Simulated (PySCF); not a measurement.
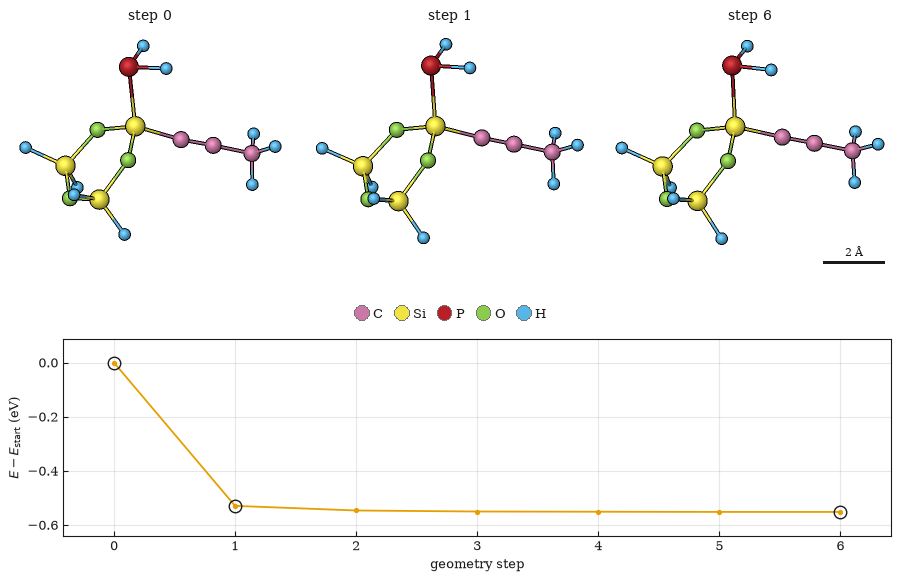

Frames of a relaxation of C$_{3}$H$_{9}$O$_{3}$PSi$_{3}$, marked on the history of the run. A ball-and-stick model, seen at a tilt.

The start comes from GFN2-xTB. Its atoms were then displaced at random by about 0.01 Å.

Theory: PBE0-D3(BJ)/def2-SVP geometry optimisation, gas phase in PySCF. 

**Describe the path.**

After 6 geometry steps the energy has fallen by 0.552 eV. The largest move after the best rigid fit is that of an H atom, 0.24 Å. Largest moves by element: H 0.24 Å, P 0.12 Å, O 0.11 Å, Si 0.10 Å, C 0.09 Å. Some distances before and after: C–H 1.039 → 1.101 Å, H–P 1.375 → 1.429 Å, O–Si 1.608 → 1.662 Å, H–Si 1.434 → 1.486 Å. Bond angles that change, for instance: H–Si–H 120.6° → 111.3°, H–Si–H 119.6° → 111.3°, C–Si–P 121.0° → 114.5°. The run took 7.3 min on 1 thread of Intel(R) Xeon(R) Processor @ 2.50GHz, with other jobs on the host. From step 0 to 1: an H atom moves most (0.20 Å), energy −0.529 eV. From step 1 to 6: an H atom moves most (0.09 Å), energy −0.022 eV.

```tsv
step	E − E(0), eV
0	0.0000
1	-0.5293
2	-0.5463
3	-0.5501
4	-0.5509
5	-0.5516
6	-0.5517
```
